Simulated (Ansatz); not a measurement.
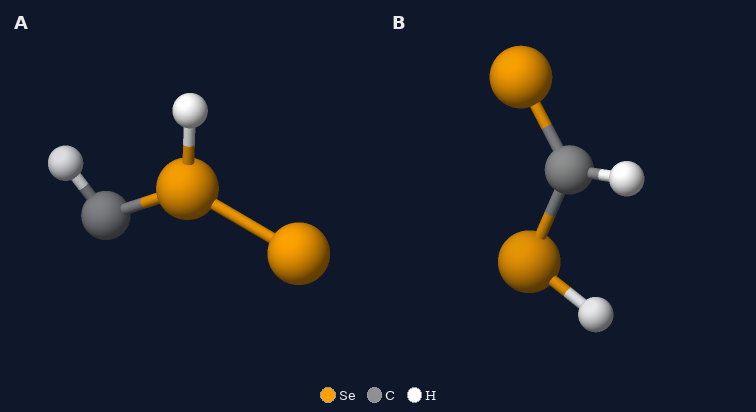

2 stationary structures of one formula. Geometries: PBE-D4/def2-SVP. Electronic energies: PBE-D4/def2-SVP (Ansatz 0.2.0), without zero-point energy. No frequency run is at hand to confirm each as a minimum.

Rank them by energy, lowest first.

Answer. B is lowest; A lies 356.9 kJ/mol above it (Cs).
